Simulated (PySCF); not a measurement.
# EPR calculation, with input and output: C₆H₁₁O₂

System: C₆H₁₁O₂, multiplicity 2.
Method: UKS B3LYP, pcH-1 on C H O, non-relativistic, mean-field spin-orbit, GIAO (PySCF 2.14.0).

It belongs to a series of runs on one base structure; here: H removed from sp3 C.

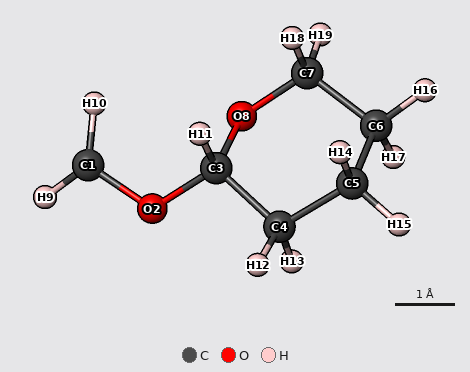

*The input geometry (ball-and-stick view, seen at a tilt; atoms are numbered from 1 in the order of the input).*

Summary

| quantity | value |
| --- | --- |
| outcome | converged |
| total energy | −385.664189 hartree |
| ⟨S²⟩ | 0.753 |
| isotropic g | 2.0032 |
| hardware | 1 CPU thread, shared host |
| wall time | 95 s |
| peak memory | 1 GiB |

Input
```
{"job": {"kind": "epr", "basis": "pcH-1"}, "charge": 0, "multiplicity": 2}
C      2.987164    -0.409457    -0.938668
O      1.909984     0.424152    -1.047210
C      0.875586     0.214293    -0.142830
C     -0.180830     1.300224    -0.352601
C     -1.368628     1.041628     0.570777
C     -1.881126    -0.379402     0.345582
C     -0.723865    -1.362863     0.515325
O      0.342507    -1.074507    -0.359409
H      3.659308    -0.334992    -1.769695
H      2.886232    -1.317858    -0.375351
H      1.262360     0.262901     0.900831
H      0.269271     2.273916    -0.160480
H     -0.493105     1.260488    -1.397166
H     -1.051818     1.153582     1.611159
H     -2.158811     1.768069     0.377405
H     -2.673543    -0.623870     1.053676
H     -2.277320    -0.469368    -0.667162
H     -0.364267    -1.335559     1.557076
H     -1.028901    -2.382127     0.271279
```

The first line tells a small driver script what to run in PySCF; the rest is the geometry in Å.

Launched with:
```bash
OMP_NUM_THREADS=1 python <driver script> task.json out
```

The program's output
```
UKS, coarse grid
  cycle   1  E = -385.54242721  |g| = 5.77e-01
  cycle   2  E = -385.38618455  |g| = 8.82e-01
  cycle   3  E = -385.66066752  |g| = 9.28e-02
  cycle   4  E = -385.66336029  |g| = 4.12e-02
  cycle   5  E = -385.66412635  |g| = 8.13e-03
  cycle   6  E = -385.66415532  |g| = 2.85e-03
  cycle   7  E = -385.66415870  |g| = 1.56e-03
  cycle   8  E = -385.66415912  |g| = 5.59e-04
UKS, final grid
  cycle   1  E = -385.66418842  |g| = 7.98e-04
  cycle   2  E = -385.66418805  |g| = 1.32e-03
  cycle   3  E = -385.66418865  |g| = 1.07e-04
  cycle   4  E = -385.66418865  |g| = 2.38e-05
E = -385.66418865 Eh   <S^2> = 0.7532 (exact 0.7500)
g shifts (ppm)      1          2          3
  rmc          -185       -185       -185
  gc             -3         35         30
  oz_so          43       1192       2027
  total        -144       1043       1872
hyperfine (MHz)  atom isotope    a_iso     a_fc   dipolar eigenvalues
    0   13C     141.10     141.10    -76.91    -75.32    152.23
    1   17O     -23.11     -23.11    -63.84     30.58     33.26
    2   13C      -4.68      -4.68     -1.47     -0.74      2.21
    3   13C      -1.44      -1.44     -0.57     -0.24      0.81
    4   13C      -0.49      -0.49     -0.18     -0.13      0.31
    5   13C       0.81       0.81     -0.19     -0.17      0.36
    6   13C      -0.44      -0.44     -0.32     -0.24      0.56
    7   17O      -0.39      -0.39     -2.75      0.82      1.93
    8    1H     -44.11     -44.11    -35.74     -1.48     37.22
    9    1H     -37.01     -37.01    -35.87     -1.21     37.08
   10    1H       7.96       7.96     -4.44     -3.52      7.96
   11    1H       0.47       0.47     -1.73     -1.63      3.36
   12    1H       0.85       0.85     -1.78     -1.65      3.43
   13    1H       0.48       0.48     -0.69     -0.65      1.34
   14    1H       0.01       0.01     -0.48     -0.44      0.92
   15    1H      -0.11      -0.11     -0.40     -0.39      0.78
   16    1H       0.01       0.01     -0.59     -0.58      1.16
   17    1H       0.09       0.09     -1.04     -0.88      1.92
   18    1H       0.71       0.71     -0.81     -0.75      1.56
```

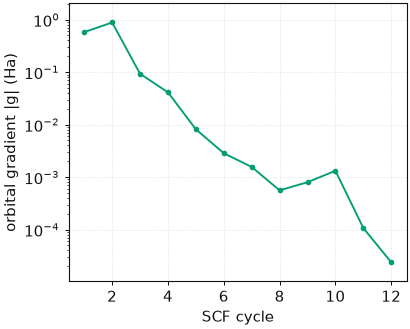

*Convergence of the self-consistent field: orbital gradient |g| against the SCF cycle.*

All cycles printed in the log are drawn one after another.

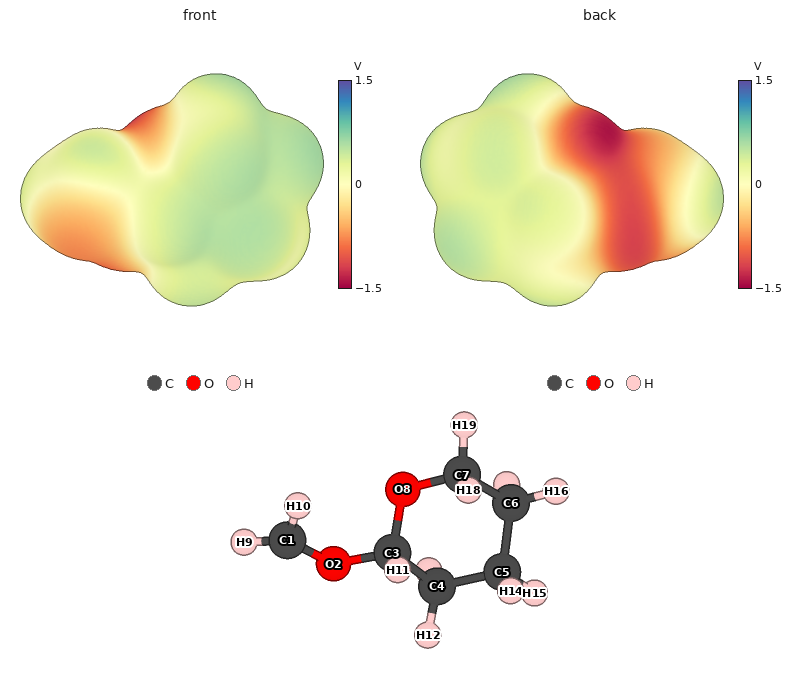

*The electrostatic potential painted on the density surface at 0.001 e/bohr³, seen at a tilt and from behind; the colour scale runs from red (negative) to blue (positive). The bare structure is drawn below in the same view.*

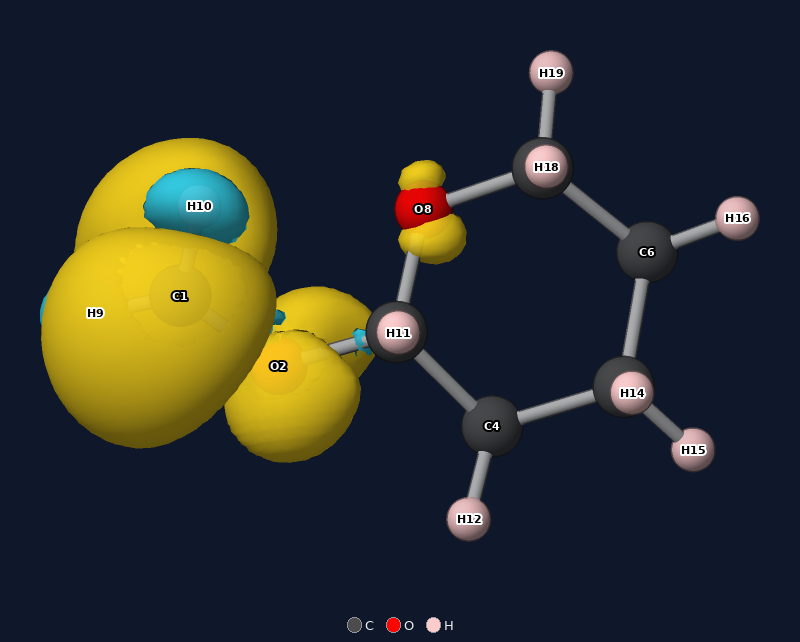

*Isosurfaces of the spin density at +0.008 (yellow) and −0.008 e/Å³ (cyan), seen face on.*

The unpaired spin (1 electron) lies mostly on C1 (about 0.7) and O2 (about 0.2), in electrons by Hirshfeld's partition.

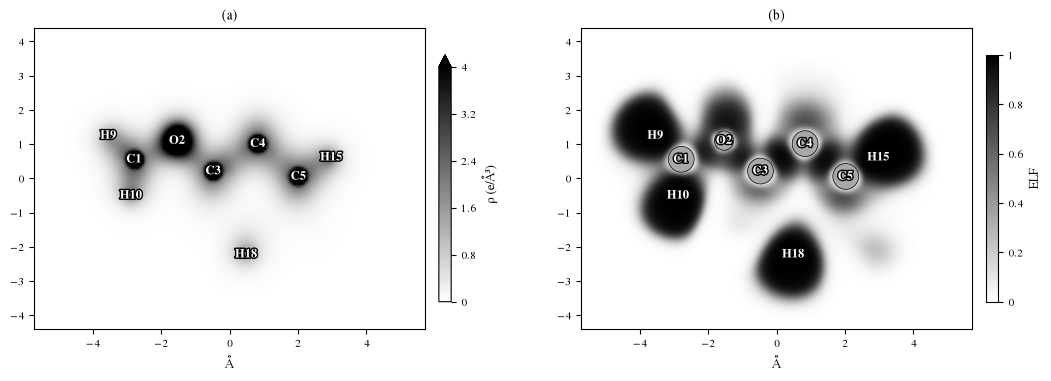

*(a) electron density; (b) electron localisation function on the plane of atoms C3, C4 and C5. Grey discs, where drawn, cover atomic cores.*

Atoms in the plane: C, O and H. C–C (1.53 Å): ρ is about 1.6 e/Å³ halfway; the ELF peaks at about 0.95 between the atoms, which marks localised, shared-pair bonding. C–O (1.39 Å): ρ is about 2.2 e/Å³ halfway, with its minimum of 1.9 e/Å³ about 0.5 Å from C; the ELF peaks at about 0.90 between the atoms, which marks a shared but strongly polarised pair.
